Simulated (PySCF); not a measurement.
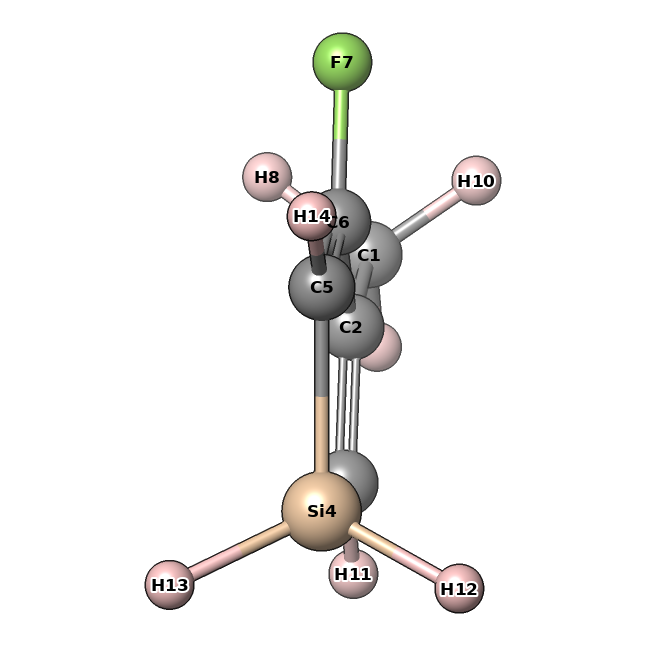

C3 lies behind Si4. The molecule seen nearly along the Si4–C3 bond, Si4 in front. Depth is shown by fading: the farther an atom, the more it takes the colour of the background. The geometry was computed by an optimisation with GFN2-xTB. No frequency run is at hand to confirm it as a minimum.

Question: What is the torsion angle C5–Si4–C3–C2? The sign is positive where the front bond must turn clockwise to cover the back bond.

Answer: 0°, synperiplanar (eclipsed).
